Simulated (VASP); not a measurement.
Band structure of Ga (alpha). All values below come from PBE GGA, VASP's PBE PAW potentials (set 64) (plane waves; VASP).

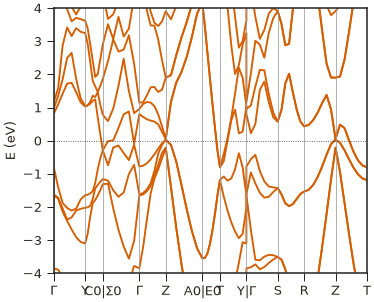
*Bands along high-symmetry lines, zero at the valence-band maximum or, without a gap, the Fermi level*

Q: Read the plot: is there a gap, and where are the band edges?

A: It has no gap at this level: it comes out as a metal or semimetal. (Edges off the drawn lines would not show.)

The compound is Ga in the alpha structure. It was relaxed first.
